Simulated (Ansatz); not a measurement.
**Nudged elastic band of SiH₅**

- system: SiH₅, multiplicity 2
- method: UKS PBE0/def2-SVP (Ansatz 0.2.0)

One setting was made poor on purpose. It belongs to a series of runs on one base structure; here: band between the two ends.

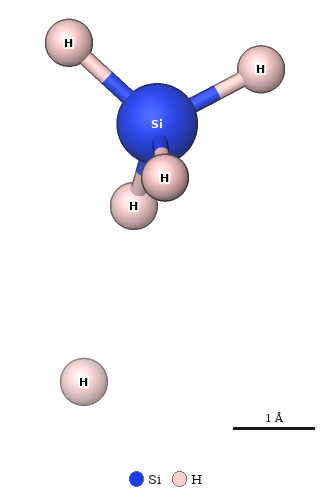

Figure 1. The starting structure (ball-and-stick view, seen at an oblique angle). Bond lengths as drawn: H–Si 1.49 Å.

Input file
```yaml
crystal:
  periodic: [false, false, false]
  atoms:
    - { symbol: Si, position_ang: [0.000303, 0.0, -0.295349] }
    - { symbol: H, position_ang: [6.4e-05, 0.0, 1.197529] }
    - { symbol: H, position_ang: [1.40757, 0.0, -0.792785] }
    - { symbol: H, position_ang: [-0.703227, 1.218657, -0.793105] }
    - { symbol: H, position_ang: [-0.703227, -1.218657, -0.793105] }
    - { symbol: H, position_ang: [-8.1e-05, 0.0, 4.398216] }
magnetization:
  spin_polarized: true
  initial_magnetization: 1
basis:
  gaussian: { orbitals: def2-SVP }
hamiltonian:
  xc: pbe0
neb:
  order_check: false
  images: 7
  f_tol: 0.03
  max_iterations: 60
  initial_path: linear
  final_atoms:
    - { symbol: Si, position_ang: [0.00058216, 0.0, -0.58921069] }
    - { symbol: H, position_ang: [8.893e-05, 0.0, 2.92975335] }
    - { symbol: H, position_ang: [1.42535833, 0.0, -1.03748679] }
    - { symbol: H, position_ang: [-0.71207662, 1.234044, -1.03663163] }
    - { symbol: H, position_ang: [-0.71207662, -1.234044, -1.03663163] }
    - { symbol: H, position_ang: [-0.00047418, 0.0, 3.69160838] }
```

Run as:
```bash
ansatz run input.yaml --threads 1 --pin off --max-ram 2048MiB --backend cpu --events-out ev --progress --plain --runs-dir out
```

What the program printed
```
Engine: ansatz 0.2.0, aarch64-unknown-linux-gnu
Functional definition: PBE0
  parameter a = 0.25
  parameter kappa = 0.804
  parameter beta = 0.06672455060314922
  exchange = (1 - a)*pbe_x(kappa = kappa, mu = beta*pi^2/3) + a*exact_x
  correlation = pbe_c(beta = beta)
447 factors; integrals over basis functions are off by at most 1.6e-4 eV
mean field evaluation 1: about -7949.6836 eV, gradient 4.7e0 eV
mean field evaluation 2: about -7949.8767 eV, gradient 1.3e0 eV
mean field evaluation 4: about -7949.8908 eV, gradient 2.9e-2 eV
mean field evaluation 8: about -7949.8917 eV, gradient 8.6e-4 eV
mean field -7949.89171650 eV, -292.1531319511 hartree, gradient 1.6e-5 eV, S^2 0.750002; 0 other end points of the search recorded, 0 dependent functions left out
the calculation of the forces begins
reference -7949.89174684 eV, -292.1531330664 hartree; 10, 9 occupied and 33, 34 virtual orbitals, 447 factors
449 factors; integrals over basis functions are off by at most 2.9e-4 eV
mean field evaluation 16: about -7950.3584 eV, gradient 1.4e0 eV
mean field -7950.37640481 eV, -292.1709439183 hartree, gradient 7.6e-5 eV, S^2 0.752419; 0 other end points of the search recorded, 0 dependent functions left out
[... from here on the field's lines of each further geometry are left out, up to the last ...]
NEB iter   1: max|band force component| = 2.519e0 eV/Å  barrier→ = 2.6718 eV  barrier← = 3.1565 eV  Δτ_max = 0.2000 Å  (280 SCF iters)
NEB iter   2: max|band force component| = 2.979e0 eV/Å  barrier→ = 2.1902 eV  barrier← = 2.6749 eV  Δτ_max = 0.2000 Å  (200 SCF iters)
NEB iter   3: max|band force component| = 3.673e0 eV/Å  barrier→ = 1.3642 eV  barrier← = 1.8488 eV  Δτ_max = 0.1017 Å  (188 SCF iters)
NEB iter   4: max|band force component| = 3.195e0 eV/Å  barrier→ = 1.0978 eV  barrier← = 1.5825 eV  Δτ_max = 0.2000 Å  (172 SCF iters)
NEB iter   5: max|band force component| = 2.841e0 eV/Å  barrier→ = 0.7443 eV  barrier← = 1.2289 eV  Δτ_max = 0.2000 Å  (165 SCF iters)
NEB iter   6: max|band force component| = 4.818e0 eV/Å  barrier→ = 0.5025 eV  barrier← = 0.9872 eV  Δτ_max = 0.1044 Å  (172 SCF iters)
NEB iter   7: max|band force component| = 1.929e0 eV/Å  barrier→ = 0.1813 eV  barrier← = 0.6660 eV  Δτ_max = 0.1015 Å  (159 SCF iters)
NEB iter   8: max|band force component| = 1.557e0 eV/Å  barrier→ = 0.0940 eV  barrier← = 0.5787 eV  Δτ_max = 0.1873 Å  (157 SCF iters)
NEB iter   9: max|band force component| = 1.781e0 eV/Å  barrier→ = 0.0988 eV  barrier← = 0.5835 eV  Δτ_max = 0.0934 Å  (160 SCF iters)
NEB iter  10: max|band force component| = 2.312e0 eV/Å  barrier→ = 0.0730 eV  barrier← = 0.5577 eV  Δτ_max = 0.1260 Å  (152 SCF iters)
NEB iter  11: max|band force component| = 1.042e0 eV/Å  barrier→ = 0.0754 eV  barrier← = 0.5601 eV  Δτ_max = 0.1850 Å  (161 SCF iters)
NEB iter  12: max|band force component| = 1.448e0 eV/Å  barrier→ = 0.1538 eV  barrier← = 0.6385 eV  Δτ_max = 0.0909 Å  (158 SCF iters)
NEB iter  13: max|band force component| = 2.713e-1 eV/Å  barrier→ = 0.0655 eV  barrier← = 0.5501 eV  CI = image 3  Δτ_max = 0.1871 Å  (143 SCF iters)
NEB iter  14: max|band force component| = 2.592e-1 eV/Å  barrier→ = 0.0927 eV  barrier← = 0.5774 eV  CI = image 3  Δτ_max = 0.1871 Å  (160 SCF iters)
NEB iter  15: max|band force component| = 1.041e0 eV/Å  barrier→ = 0.0941 eV  barrier← = 0.5788 eV  CI = image 3  Δτ_max = 0.0936 Å  (160 SCF iters)
NEB iter  16: max|band force component| = 1.116e-1 eV/Å  barrier→ = 0.0977 eV  barrier← = 0.5824 eV  CI = image 3  Δτ_max = 0.0100 Å  (152 SCF iters)
NEB iter  17: max|band force component| = 3.391e-2 eV/Å  barrier→ = 0.0975 eV  barrier← = 0.5822 eV  CI = image 3  Δτ_max = 0.0107 Å  (133 SCF iters)
the calculation of the forces begins
reference -7950.37152583 eV, -292.1707646187 hartree; 10, 9 occupied and 33, 34 virtual orbitals, 449 factors
451 factors; integrals over basis functions are off by at most 2.2e-3 eV
mean field -7949.79412051 eV, -292.1495453647 hartree, gradient 1.4e-5 eV, S^2 0.755137; 1 other end points of the search recorded, 0 dependent functions left out
the calculation of the forces begins
reference -7949.79414646 eV, -292.1495463183 hartree; 10, 9 occupied and 33, 34 virtual orbitals, 451 factors
NEB iter  18: max|band force component| = 4.652e-3 eV/Å  barrier→ = 0.0976 eV  barrier← = 0.5823 eV  CI = image 3  Δτ_max = 0.0000 Å  (302 SCF iters)
```

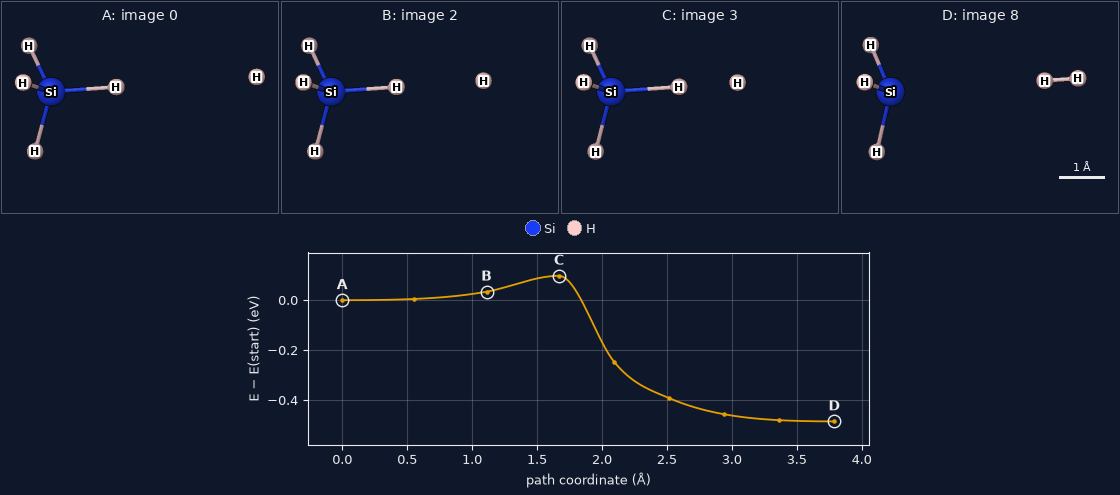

Figure 2. Images of the last band (counted from 0; ball-and-stick, seen at an oblique angle) above the energy along the path; the line is a cubic interpolation that uses the forces. The highest image is number 3, 0.098 eV above the start and 0.582 eV above the end (the climbing image); the end lies 0.485 eV below the start. The path is 3.79 Å long. The band converged in 18 iterations.

```
Total energy: -7949.79414646 eV, -292.1495463183 hartree
Atom 0 at     0.000320    -0.000000    -0.011332 Å, force    -0.000022     0.000000    -0.004521 eV/Å
Atom 1 at     0.000027     0.000000     1.543596 Å, force     0.000030    -0.000000     0.002175 eV/Å
Atom 2 at     1.412490    -0.000000    -0.495697 Å, force     0.000252    -0.000000    -0.000084 eV/Å
Atom 3 at    -0.705632     1.222896    -0.496089 Å, force    -0.000127     0.000219    -0.000106 eV/Å
Atom 4 at    -0.705632    -1.222896    -0.496090 Å, force    -0.000127    -0.000219    -0.000106 eV/Å
Atom 5 at    -0.000171     0.000000     2.877014 Å, force    -0.000006    -0.000000     0.002643 eV/Å
Dipole moment:     0.000019     0.000000    -0.102031 e Å
this run last wrote the band of iteration 18 to [file]
```

The last band as extended XYZ (Å, eV, eV/Å)
```
6
Properties=species:S:1:pos:R:3:forces:R:3 image=0 energy=-7949.89172
Si    0.0003    0.0000   -0.2953   -0.0001   0.0000   0.0033
H     0.0001    0.0000    1.1975    0.0000   0.0000   0.0000
H     1.4076    0.0000   -0.7928    0.0039   0.0000  -0.0012
H    -0.7032    1.2187   -0.7931   -0.0019   0.0034  -0.0013
H    -0.7032   -1.2187   -0.7931   -0.0019  -0.0034  -0.0013
H    -0.0001    0.0000    4.3982    0.0000   0.0000   0.0004
6
Properties=species:S:1:pos:R:3:forces:R:3 image=1 energy=-7949.88670
Si    0.0003    0.0000   -0.1944    0.0000   0.0000  -0.0040
H     0.0002    0.0000    1.2983    0.0000   0.0000  -0.0042
H     1.4081    0.0000   -0.6909   -0.0001   0.0000  -0.0042
H    -0.7035    1.2191   -0.6911    0.0000   0.0000  -0.0042
H    -0.7035   -1.2191   -0.6911    0.0000   0.0000  -0.0042
H    -0.0003    0.0000    3.8905    0.0000   0.0000   0.0207
6
Properties=species:S:1:pos:R:3:forces:R:3 image=2 energy=-7949.85754
Si    0.0003    0.0000   -0.0962    0.0000   0.0000  -0.0138
H     0.0001    0.0000    1.3997    0.0000   0.0000  -0.0247
H     1.4096    0.0000   -0.5881   -0.0005   0.0000  -0.0155
H    -0.7042    1.2204   -0.5884    0.0002  -0.0004  -0.0155
H    -0.7042   -1.2204   -0.5884    0.0002   0.0004  -0.0155
H    -0.0002    0.0000    3.3828    0.0000   0.0000   0.0850
6
Properties=species:S:1:pos:R:3:forces:R:3 image=3 energy=-7949.79412
Si    0.0003    0.0000   -0.0113    0.0000   0.0000  -0.0045
H     0.0000    0.0000    1.5436    0.0000   0.0000   0.0022
H     1.4125    0.0000   -0.4957    0.0003   0.0000  -0.0001
H    -0.7056    1.2229   -0.4961   -0.0001   0.0002  -0.0001
H    -0.7056   -1.2229   -0.4961   -0.0001  -0.0002  -0.0001
H    -0.0002    0.0000    2.8770    0.0000   0.0000   0.0026
6
Properties=species:S:1:pos:R:3:forces:R:3 image=4 energy=-7950.13742
Si    0.0003    0.0000   -0.1238    0.0001   0.0000  -0.2155
H     0.0000    0.0000    1.9214   -0.0001   0.0000   0.7295
H     1.4304    0.0000   -0.5391    0.0386   0.0000  -0.0861
H    -0.7146    1.2384   -0.5395   -0.0193   0.0334  -0.0861
H    -0.7146   -1.2384   -0.5395   -0.0193  -0.0334  -0.0861
H    -0.0002    0.0000    2.7420    0.0000   0.0000  -0.2557
6
Properties=species:S:1:pos:R:3:forces:R:3 image=5 energy=-7950.28336
Si    0.0004    0.0000   -0.2472    0.0000   0.0000  -0.0646
H    -0.0001    0.0000    2.1895    0.0000   0.0000   0.1404
H     1.4332    0.0000   -0.6609    0.0016   0.0000  -0.0639
H    -0.7159    1.2408   -0.6613   -0.0007   0.0014  -0.0638
H    -0.7159   -1.2408   -0.6613   -0.0007  -0.0014  -0.0638
H    -0.0002    0.0000    2.9625    0.0000   0.0000   0.1157
6
Properties=species:S:1:pos:R:3:forces:R:3 image=6 energy=-7950.34789
Si    0.0004    0.0000   -0.3564    0.0000   0.0000  -0.0243
H    -0.0002    0.0000    2.4381    0.0000   0.0000   0.0550
H     1.4294    0.0000   -0.7877   -0.0007   0.0000  -0.0279
H    -0.7139    1.2375   -0.7881    0.0003  -0.0006  -0.0279
H    -0.7139   -1.2375   -0.7881    0.0003   0.0006  -0.0279
H    -0.0004    0.0000    3.2035    0.0000   0.0000   0.0530
6
Properties=species:S:1:pos:R:3:forces:R:3 image=7 energy=-7950.37150
Si    0.0005    0.0000   -0.4710    0.0000   0.0000  -0.0071
H    -0.0003    0.0000    2.6843    0.0000   0.0000   0.0156
H     1.4269    0.0000   -0.9128   -0.0002   0.0000  -0.0079
H    -0.7126    1.2352   -0.9131    0.0001  -0.0002  -0.0079
H    -0.7126   -1.2352   -0.9131    0.0001   0.0002  -0.0079
H    -0.0005    0.0000    3.4472    0.0000   0.0000   0.0152
6
Properties=species:S:1:pos:R:3:forces:R:3 image=8 energy=-7950.37640
Si    0.0008    0.0000   -0.5892    0.0000   0.0000  -0.0076
H    -0.0003    0.0000    2.9298    0.0000   0.0000   0.0031
H     1.4256    0.0000   -1.0373   -0.0001   0.0000   0.0020
H    -0.7118    1.2340   -1.0367    0.0000  -0.0001   0.0020
H    -0.7118   -1.2340   -1.0367    0.0000   0.0001   0.0020
H    -0.0010    0.0000    3.6916    0.0000   0.0000  -0.0016
```

Results in brief

```csv
quantity,value
outcome,converged
"barrier, forward",0.098 eV
"barrier, backward",0.582 eV
hardware,"1 thread of Arm Neoverse V1, 24 GiB of memory available, shared host"
wall time,2.2 min
peak memory,0.1 GiB
```

Remarks

A deliberately poor setting: straight start. The order of the saddle point was not checked.
